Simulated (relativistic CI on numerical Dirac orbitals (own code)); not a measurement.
# Relativistic CI calculation for Ce³⁺

Ce³⁺. Computed at this level: Dirac-Coulomb-Breit CI, KLI orbitals optimised for each configuration, model QED (radiative potential, 1s self-energy scaled to tabulated hydrogen-like ionisation energies), valence Slater integrals scaled by 0.8, multiplet model of photoemission in the sudden approximation in a parametric crystal field (relativistic CI on numerical Dirac orbitals, in-house).

### Results in brief

| quantity | value |
| --- | --- |
| outcome | converged |
| hardware | 1 CPU thread, shared host |

### Remarks

To bear in mind: free-ion energies without screening by ligands, so binding energies differ from solids by tens of eV.

### The input
```
atom Ce  Z=58  charge=3  electrons=55
nucleus A=140  rms_radius_fm=4.8771
hamiltonian dirac-coulomb  breit=on  qed=on  c_scale=1
orbitals kli  potential=per-configuration
slater_scale 0.8
correlation none
mixing on
configurations
  [Xe] 4f
  [Kr] 4d9 4f 5s2 5p6
end
photoemission 4d T=300 lorentz=1 gauss=0.6
crystal_field D4h B20=-10 B40=1360 B44=-810 B60=-220 B64=-220
```

The program writes its results to a structured record and prints no log; tables and figures of this report are taken from that record.

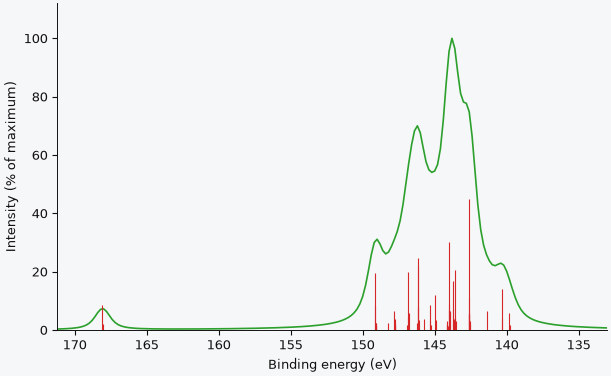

*4d photoemission of Ce³⁺ (cerium, Z = 58), [Xe] 4f, in a field of D4h symmetry with B20 = −10, B40 = 1,360, B44 = −810, B60 = −220, B64 = −220 cm⁻¹ (Wybourne parameters). Sticks are the strongest transitions, on a scale of their own. Multiplet model: relativistic Dirac–Coulomb–Breit theory, one configuration a step, Slater integrals scaled by 0.8, 300 K, Voigt broadening (Lorentzian 1 eV, Gaussian 0.6 eV full widths), computed with a radial Dirac CI code.*

The main maxima lie at 140.4 eV (23), 143.8 eV (100), 146.2 eV (70), 149.0 eV (31) and 168.1 eV (7), heights in % of the largest; the centroid is at 145.2 eV. The ground state has S = 0.50.
